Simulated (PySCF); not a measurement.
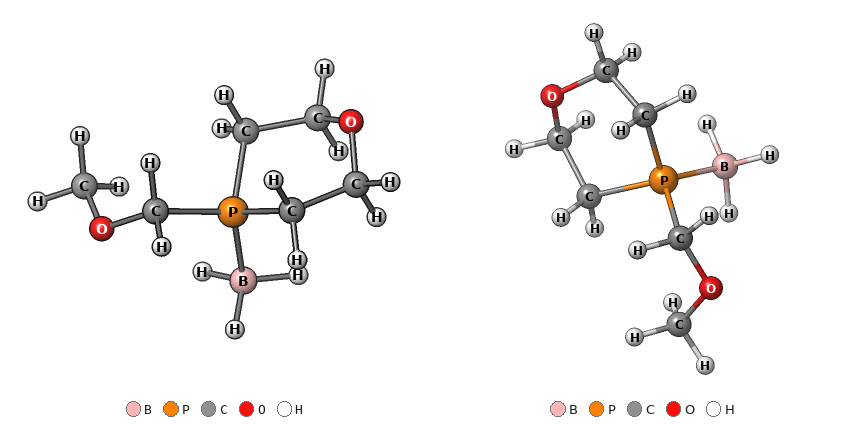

Two views of one molecule.

Question: Count the atoms of each element.

Answer: C₆H₁₆BO₂P, 26 atoms: 6 carbon, 16 hydrogen, 1 boron, 2 oxygen and 1 phosphorus.

Question: Name functional groups in it.

Answer: Among them: ether, B–H bond.

Question: Give a SMILES string for it.

Answer: [BH3-][P+]1(COC)CCOCC1

Question: Count the bonded pairs by element.

Answer: 13 C–H, 4 C–O, 3 C–P, 3 B–H, 2 C–C, 1 B–P.

More results for the same structure follow; atom numbers are the same in all pictures, views and colours differ. Computed geometry: PBE0-D3(BJ)/def2-SVP optimisation. No frequency run is at hand to confirm it as a minimum.

### Symmetry

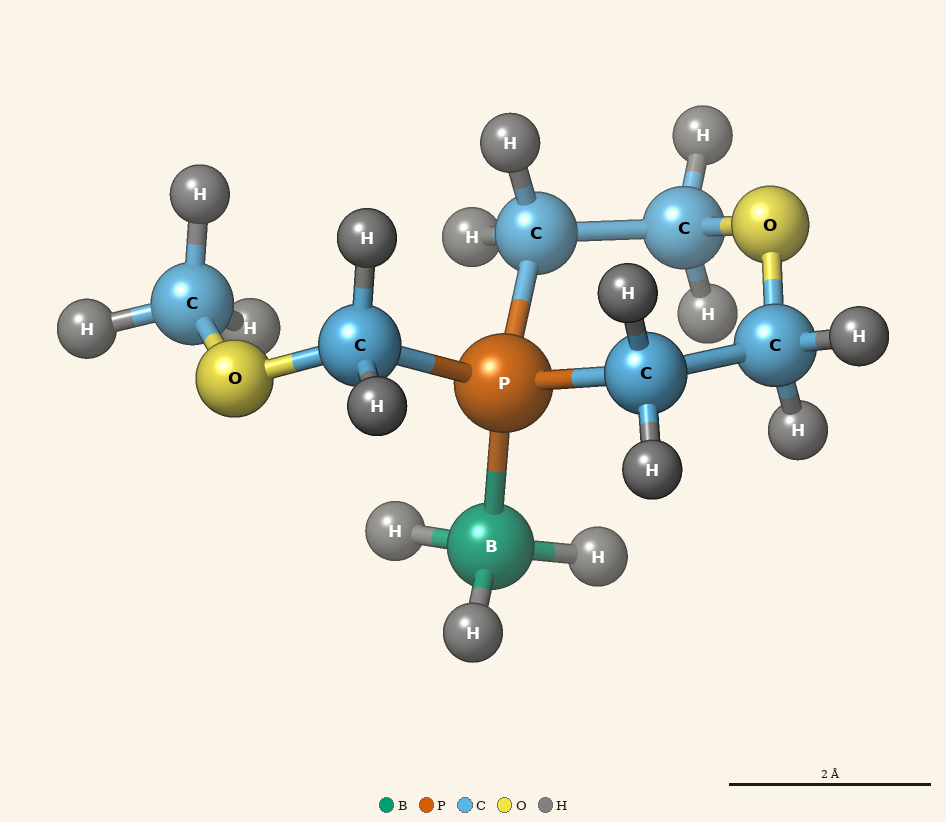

Depth is shown by fading: the farther an atom, the more it takes the colour of the background. No frequency run is at hand to confirm it as a minimum. Masses are those of the most abundant isotopes; constants are for the rigid equilibrium geometry.

Question: Classify the rotor and give the rotational constants (MHz).

Answer: An asymmetric top (C1): A = 2027, B = 713, C = 669 MHz. Ray's parameter κ is −0.94, close to the prolate limit.

### Bond orders

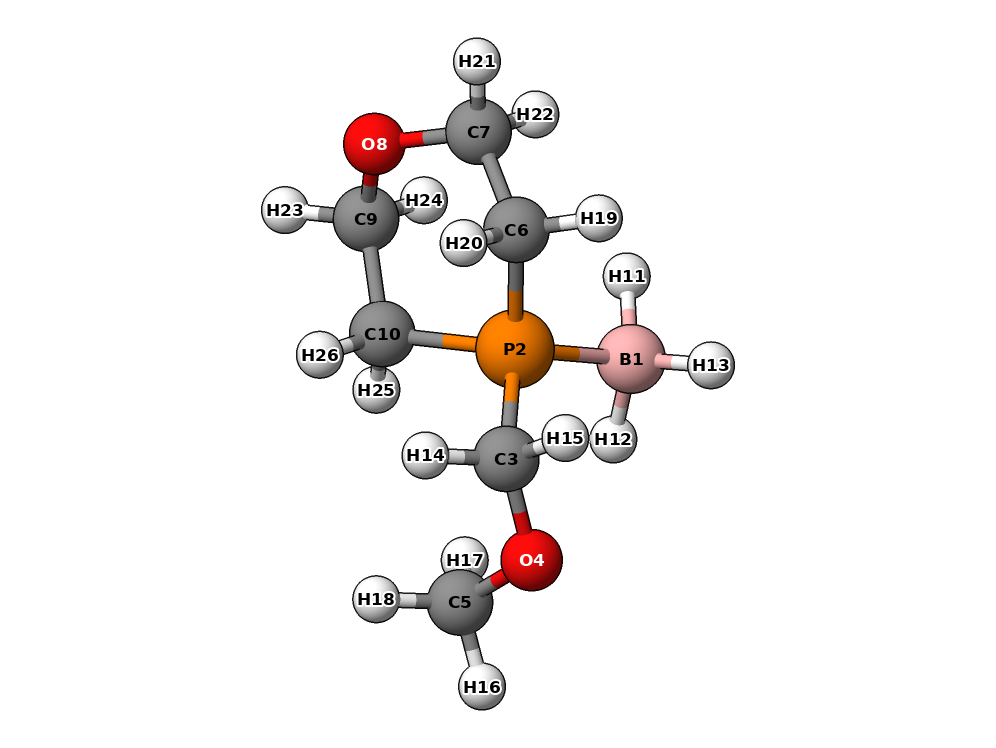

Every bond is drawn as one stick. No frequency run is at hand to confirm it as a minimum. Computed with PBE0/pcSseg-1 in dichloromethane (IEF-PCM) (PySCF 2.14.0).

List the Mayer bond orders of B1–P2, P2–C3, P2–C6, P2–C10, C3–O4, O4–C5, C6–C7, C7–O8, O8–C9, C9–C10 (bonds between heavy atoms, one of each equivalent set).

| bond | Mayer order | length (Å) |
| --- | --- | --- |
| B1–P2 | 0.86 | 1.906 |
| P2–C3 | 0.93 | 1.861 |
| P2–C6 | 0.96 | 1.834 |
| P2–C10 | 0.94 | 1.837 |
| C3–O4 | 0.96 | 1.381 |
| O4–C5 | 0.92 | 1.397 |
| C6–C7 | 1.02 | 1.527 |
| C7–O8 | 0.93 | 1.402 |
| O8–C9 | 0.93 | 1.402 |
| C9–C10 | 1.02 | 1.529 |

### Electronic properties

No frequency run is at hand to confirm it as a minimum. Method: PBE0/pcSseg-1, gas phase (PySCF 2.14.0).

What does the calculation give?

- dipole moment: 4.41 D
- HOMO energy (Kohn–Sham orbital): −7.48 eV
- LUMO energy (Kohn–Sham orbital): 0.71 eV
- HOMO–LUMO gap: 8.18 eV

### NMR shielding

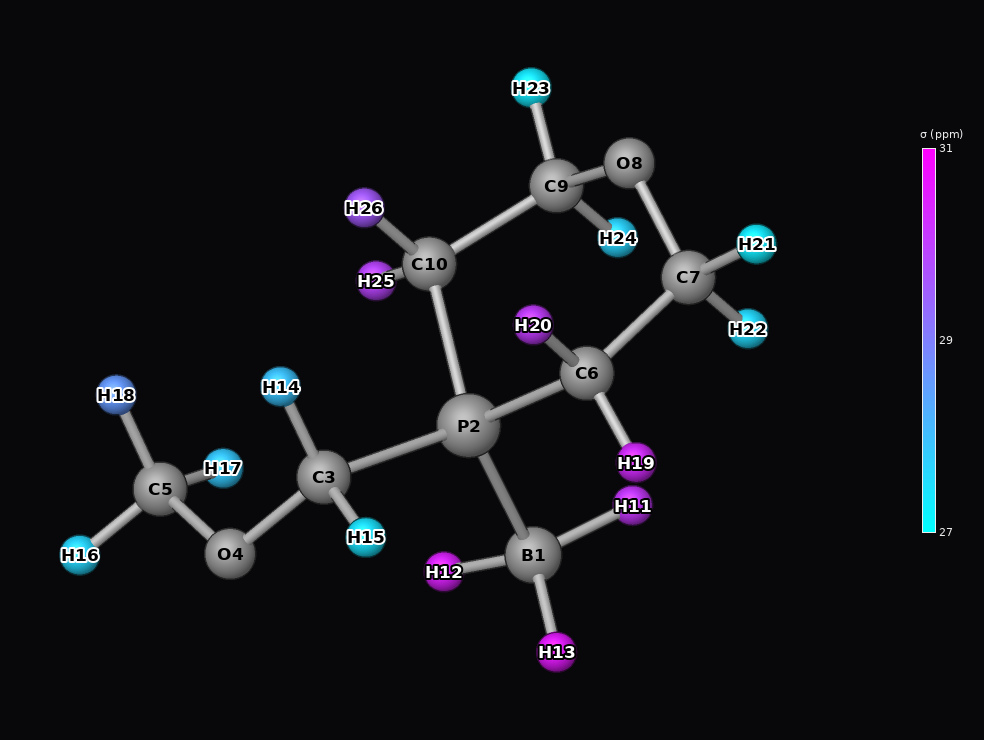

Atoms are coloured by their isotropic NMR shieldings (H only, the others grey). No frequency run is at hand to confirm it as a minimum. Properties computed with GIAO PBE0/pcSseg-1 NMR shielding, non-relativistic, gas phase (PySCF 2.14.0).

List the isotropic NMR shieldings of the H atoms.

| atom | σ (ppm) |
| --- | --- |
| H11 | 30.11 |
| H12 | 30.46 |
| H13 | 30.58 |
| H14 | 27.93 |
| H15 | 27.43 |
| H16 | 27.61 |
| H17 | 27.83 |
| H18 | 28.59 |
| H19 | 30.32 |
| H20 | 30.05 |
| H21 | 27.30 |
| H22 | 27.57 |
| H23 | 27.34 |
| H24 | 27.67 |
| H25 | 29.91 |
| H26 | 29.58 |
